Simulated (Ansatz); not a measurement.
**CH6InNO (SMILES [CH3][In]([NH2])[OH]): density, localisation and related maps**

Input

```
crystal:
  periodic: [false, false, false]
  atoms:
    - symbol: C
      position_ang: [0.066505, 1.612946, 0.712697]
    - symbol: In
      position_ang: [-0.019633, -0.521851, 0.396539]
    - symbol: "N"
      position_ang: [1.412070, -1.812935, -0.297428]
    - symbol: O
      position_ang: [-1.690521, -1.454582, 1.046491]
    - symbol: H
      position_ang: [-0.725824, 2.089003, 0.117922]
    - symbol: H
      position_ang: [-0.115565, 1.817437, 1.777111]
    - symbol: H
      position_ang: [1.043351, 2.019447, 0.418627]
    - symbol: H
      position_ang: [2.132279, -1.440390, -0.913227]
    - symbol: H
      position_ang: [1.108676, -2.715616, -0.658272]
    - symbol: H
      position_ang: [-1.648622, -2.416111, 0.956828]
basis:
  gaussian:
    orbitals: def2-TZVPD
output:
  forces: true
  orbitals: {seedname: orbitals}
hamiltonian:
  xc: pbe0
```

Launched as:

```sh
ansatz run input.yaml --threads 2 --pin off --max-ram 4350MiB --events-out events.jsonl --progress --plain --runs-dir runs
```

Geometry: B3LYP-D3(BJ)/def2-SVP; core potentials replace the inner electrons of In.

Computed with isolated molecule in a Gaussian basis; Kohn-Sham density functional theory, functional PBE0 in Ansatz 0.2.0.

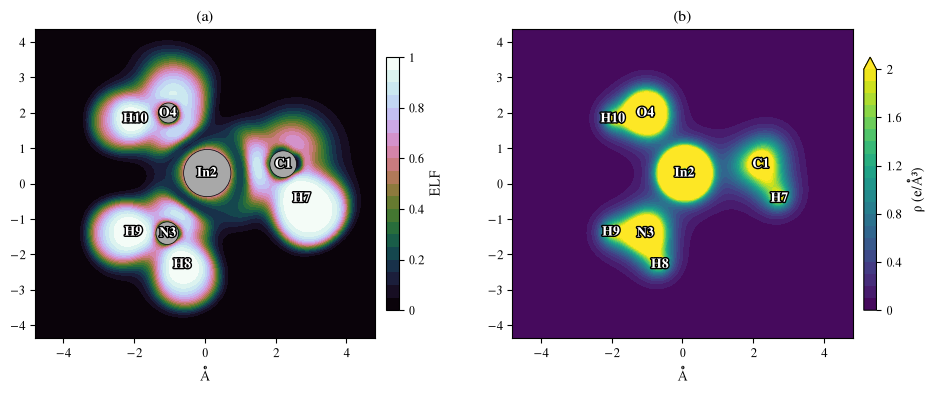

Figure 1. (a) ELF; (b) electron density on the plane of atoms C1, In2 and O4. Grey discs cover the atomic cores in the ELF map.

### What does the map show?

The plane passes through C, In, N, O and H nuclei.
In–O (2.02 Å): ρ is about 0.72 e/Å³ halfway; the ELF peaks at about 0.85 in the valence shell of O, 0.6 Å from its nucleus, and drops to about 0.15 between the two atoms.
In–N (2.05 Å): ρ is about 0.74 e/Å³ halfway; the ELF peaks at about 0.85 in the valence shell of N, 0.6 Å from its nucleus, and drops to about 0.15 between the two atoms.
C–In (2.16 Å): the density is about 0.66 e/Å³ at the midpoint; the ELF peaks at about 0.90 in the valence shell of C, 0.7 Å from its nucleus, and drops to about 0.20 between the two atoms.
O–H (0.97 Å): ρ is about 3.7 e/Å³ halfway; the ELF climbs to about 1 towards the hydrogen, as it does in any bond to H: an ordinary covalent bond to hydrogen.
N–H (1.02 Å): ρ at the midpoint is about 2.8 e/Å³; the ELF climbs to about 1 towards the hydrogen: an ordinary covalent bond to hydrogen.
The ELF also peaks beside O4, away from the bonds: lone-pair regions.

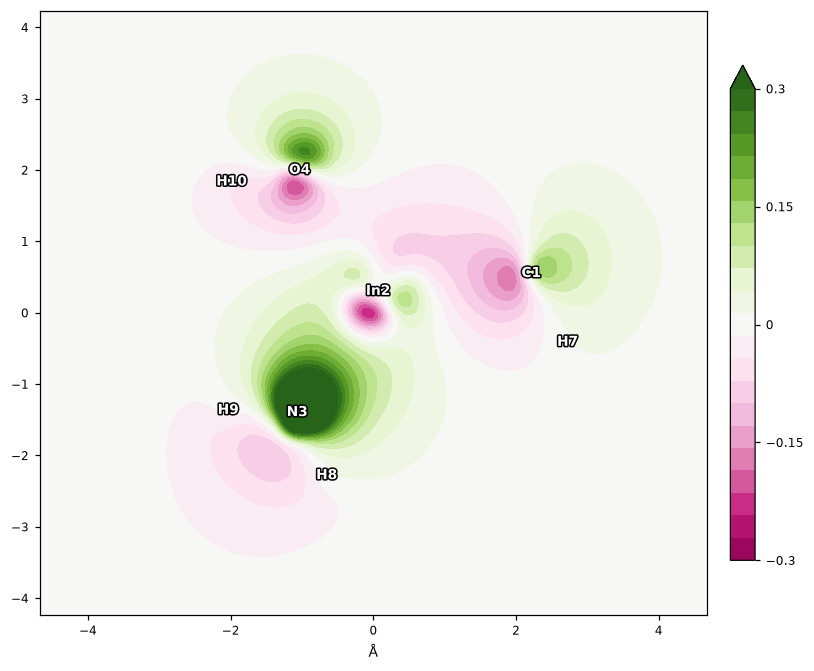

Figure 2. The HOMO on the plane of atoms C1, In2 and O4 (values in Å⁻³ᐟ²; the overall sign is arbitrary).

### What is the character of this orbital?

Its weight (Hirshfeld) is mainly on N3 (about 65 %), In2 (about 10 %) and O4 (about 5 %); largely a lone pair of N3. Its energy is −7.09 eV.
